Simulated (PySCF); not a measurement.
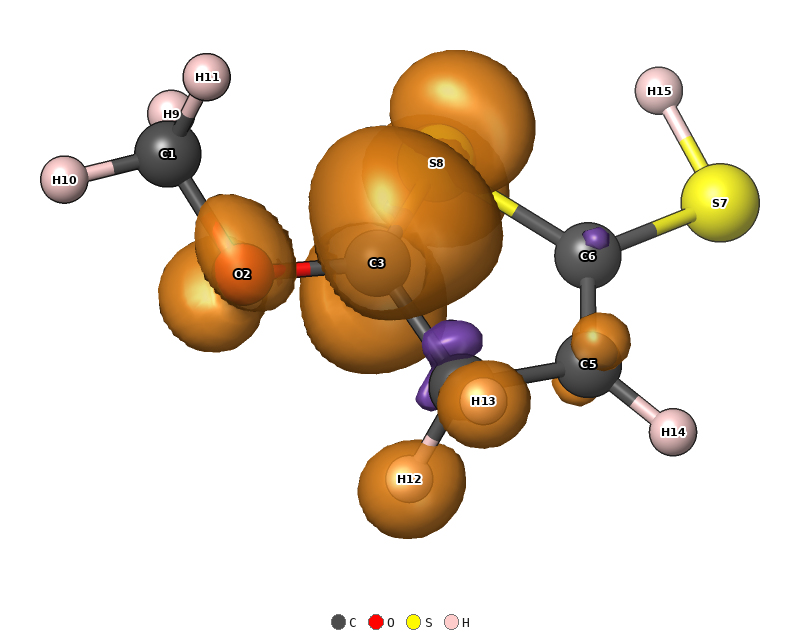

*C₅H₇OS₂ (SMILES CO[C]1CC=C(S)S1) (doublet). Isosurfaces of the spin density (α minus β) at +0.02 (orange) and −0.02 e/Å³ (purple), seen at a tilt.*

Geometry: GFN2-xTB.

All numbers below come from PySCF, UKS B3LYP, pcH-1 on C H O S, non-relativistic, mean-field spin-orbit, GIAO.

```xyz
15

C    -2.6186    0.7324   -0.2900
O    -1.8037   -0.4146   -0.2890
C    -0.5332   -0.2378    0.1628
C     0.3279   -1.4584    0.2830
C     1.7368   -0.9730    0.3128
C     1.8961    0.3245    0.0510
S     3.4247    1.1921   -0.0076
S     0.4001    1.1858   -0.2926
H    -2.2099    1.4955   -0.9628
H    -3.5976    0.4152   -0.6432
H    -2.7039    1.1594    0.7144
H     0.1631   -2.1579   -0.5520
H     0.0737   -2.0061    1.1986
H     2.5565   -1.6354    0.5281
H     2.8835    2.3863   -0.2353
```

Which atoms carry the spin?

Answer. The unpaired spin (1 electron) lies mostly on C3 (about 0.5), S8 (about 0.2) and O2 (about 0.1), in electrons by Hirshfeld's partition.
